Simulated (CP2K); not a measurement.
# GeSe (SMILES [Ge-]#[Se+]): GFN2-xTB

Aim: the energy change on altering one bond length of GeSe at GFN2-xTB, from 2 runs. 

The calculation is run with CP2K 2026.2.

13 further runs of the same task are left out: 11 that didn't finish, 2 set aside as unsound or not needed.

## Step 1: The system as given

GeSe has 2 atoms, charge 0, and is taken as a singlet. SMILES: `[Ge-]#[Se+]`. The bond length is the measured one.

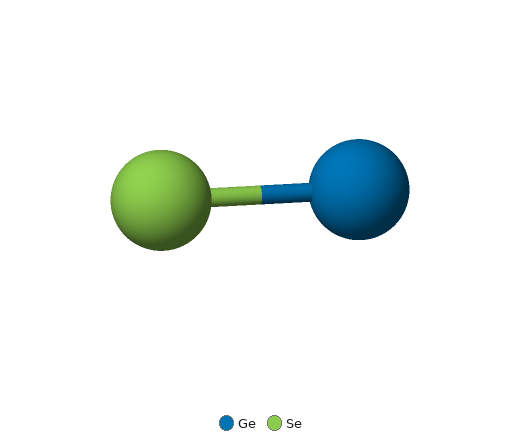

The structure, seen from a chosen angle (germanium blue, selenium green).

## Step 2: A single-point energy at GFN2-xTB

Input file molecule.pdb:

```
HETATM    1 Ge   MOL A   1       0.000   0.000   0.000  1.00  0.00          GE
HETATM    2 Se   MOL A   1       0.000   0.000   2.135  1.00  0.00          SE
END
```

Input file qs.inp:

```
&global
   project qs
   run_type ENERGY
   print_level MEDIUM
&end global
&force_eval
   method Quickstep
   &dft
      &qs
         method XTB
         eps_default 1.0E-10
         &xtb
            gfn_type TBLITE
            &tblite
               method GFN2
            &end tblite
            check_atomic_charges F
         &end xtb
      &end qs
      &poisson
         periodic NONE
         poisson_solver ANALYTIC
      &end poisson
      # SCF settings
      &scf
         scf_guess ATOMIC
         eps_scf 1.0E-06
         max_scf 150
         added_mos 2
         &diagonalization
            algorithm STANDARD
         &end diagonalization
         &mixing
            method DIRECT_P_MIXING
            alpha 0.4
         &end mixing
      &end scf
      &print
         &moments
            periodic F
            reference COM
            max_moment 1
         &end moments
         &mo ON
            energies T
            occupation_numbers T
            ndigits 6
            &each
               qs_scf 0
            &end each
            add_last NUMERIC
         &end mo
         &hirshfeld OFF
         &end hirshfeld
      &end print
   &end dft
   &subsys
      # vacuum box
      &cell
         abc 12 12 14.1
         periodic NONE
      &end cell
      &topology
         coord_file_name molecule.pdb
         coord_file_format PDB
         conn_file_format OFF
         &center_coordinates
         &end center_coordinates
      &end topology
   &end subsys
&end force_eval
```

The run is started by

```sh
OMP_NUM_THREADS=1 cp2k.psmp -i qs.inp > qs.out 2>&1
```

Standard output:

```text
CP2K| version string:                                       CP2K version 2026.2
[...]
 GLOBAL| Method name                                                        CP2K
[...]
 GLOBAL| Run type                                                         ENERGY
[...]
                             - Atoms:                                          2
[...]
                             - Spherical basis functions:                     18
[...]
 Number of electrons:                                                         10
[...]
  *** SCF run converged in    18 steps ***
[...]
  Fermi energy:                                                -0.31882222163079
[...]
 TB_DIPOLE| Moment [Debye]          0.00000000       0.00000000      -3.13011244
 TB_DIPOLE| Derivative [a.u.]       0.00000000       0.00000000       0.00000000
[...]
 ENERGY| Total FORCE_EVAL ( QS ) energy [hartree]             -5.163245060551898
[...]
```

Wall time 0.22 s (1 thread of Arm Neoverse V2, shared host).

## Step 3: The distorted shape, same level

Input file molecule.pdb:

```
HETATM    1 Ge   MOL A   1       0.000   0.000  -0.320  1.00  0.00          GE
HETATM    2 Se   MOL A   1       0.000   0.000   2.135  1.00  0.00          SE
END
```

Input file qs.inp:

```
&FORCE_EVAL
   METHOD QS
   &DFT
      &QS
         METHOD XTB
         EPS_DEFAULT 1.0E-10
         &XTB
            GFN_TYPE TBLITE
            &TBLITE
               METHOD GFN2
            &END TBLITE
            CHECK_ATOMIC_CHARGES F
         &END XTB
      &END QS
      &POISSON
         PERIODIC NONE
         POISSON_SOLVER ANALYTIC
      &END POISSON
      &SCF
         SCF_GUESS ATOMIC
         EPS_SCF 1.0E-06
         MAX_SCF 150
         ADDED_MOS 2
         &DIAGONALIZATION
            ALGORITHM STANDARD
         &END DIAGONALIZATION
         &MIXING
            METHOD DIRECT_P_MIXING
            ALPHA 0.4
         &END MIXING
      &END SCF
      &PRINT
         &MOMENTS
            PERIODIC F
            REFERENCE COM
            MAX_MOMENT 1
         &END MOMENTS
         &MO ON
            ENERGIES T
            OCCUPATION_NUMBERS T
            NDIGITS 6
            &EACH
               QS_SCF 0
            &END EACH
            ADD_LAST NUMERIC
         &END MO
         &HIRSHFELD OFF
         &END HIRSHFELD
      &END PRINT
   &END DFT
   &SUBSYS
      &CELL
         ABC 12 12 14.5
         PERIODIC NONE
      &END CELL
      &TOPOLOGY
         COORD_FILE_NAME molecule.pdb
         COORD_FILE_FORMAT PDB
         CONN_FILE_FORMAT OFF
         &CENTER_COORDINATES
         &END CENTER_COORDINATES
      &END TOPOLOGY
   &END SUBSYS
&END FORCE_EVAL

&GLOBAL
   PROJECT_NAME qs
   RUN_TYPE ENERGY
   PRINT_LEVEL MEDIUM
&END GLOBAL
```

The run is started by

```sh
OMP_NUM_THREADS=1 cp2k.psmp -i qs.inp -o qs.out
```

Standard output:

```text
CP2K| version string:                                       CP2K version 2026.2
[...]
 GLOBAL| Method name                                                        CP2K
[...]
 GLOBAL| Run type                                                         ENERGY
[...]
                             - Atoms:                                          2
[...]
                             - Spherical basis functions:                     18
[...]
 Number of electrons:                                                         10
[...]
  *** SCF run converged in    21 steps ***
[...]
  Fermi energy:                                                -0.33935200813909
[...]
 TB_DIPOLE| Moment [Debye]         -0.00000000      -0.00000000      -4.23328788
 TB_DIPOLE| Derivative [a.u.]       0.00000000       0.00000000       0.00000000
[...]
 ENERGY| Total FORCE_EVAL ( QS ) energy [hartree]             -5.138593417738495
[...]
```

It took 0.22 s on 1 thread of Arm Neoverse V2, shared host.

## Step 4: Summary of results

Level: GFN2-xTB.

| quantity | value |
| --- | --- |
| first shape: total energy | -5.16325 Eh |
| first shape: dipole moment (from atomic charges alone) | 3.13 D |
| first shape: HOMO energy | -10.59 eV |
| first shape: LUMO energy | -7.74 eV |
| first shape: HOMO–LUMO gap | 2.85 eV |
| distorted shape: total energy | -5.13859 Eh |
| distorted shape: dipole moment (from atomic charges alone) | 4.23 D |
| distorted shape: HOMO energy | -10.09 eV |
| distorted shape: LUMO energy | -8.38 eV |
| distorted shape: HOMO–LUMO gap | 1.71 eV |
| energy change with the Ge1–Se2 bond stretched from 2.135 to 2.455 Å | 0.671 eV |

**Reading.** With the Ge1–Se2 bond stretched from 2.135 to 2.455 Å the energy rises by 0.67 eV (15.5 kcal/mol). The first shape isn't relaxed at this level, so the change isn't measured from a minimum. The dipole (first shape) comes from point charges on the atoms alone, without atomic dipoles, so it is partial. The dipole (distorted shape) comes from point charges on the atoms alone, without atomic dipoles, so it is partial.
